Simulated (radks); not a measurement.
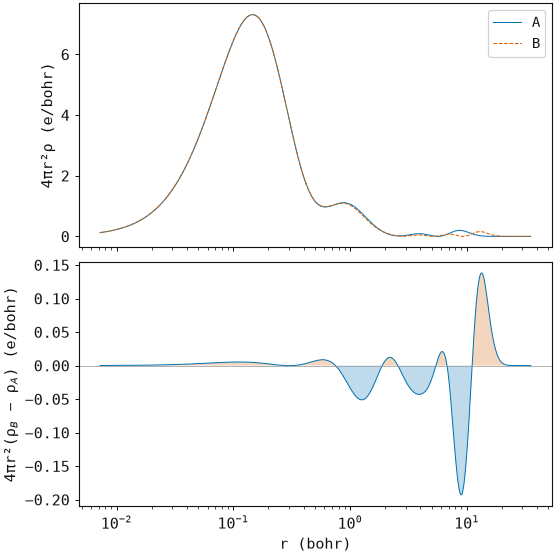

N³⁺ (Z = 7, 4 electrons) was computed in two configurations: [He] 2s1 5d1 (5d3/2: 1); [He] 2s1 6s1. Level of theory: Dirac Kohn-Sham, PBE, spin-unpolarised, spherical densities, finite nucleus. Computed with the in-house radial solver radks.

The plot shows both radial densities and the radial density of run B less that of run A; on the logarithmic r axis, areas aren't charges.

> Assign A and B and describe the change of the density.

A is [He] 2s1 5d1 (5d3/2: 1); B is [He] 2s1 6s1. B holds 0.62 electrons more than A where the difference is positive (most at r = 13 bohr) and 0.62 electrons fewer where it is negative (most at r = 9.0 bohr), with no net change. The energy of B less that of A is 2.32 eV.
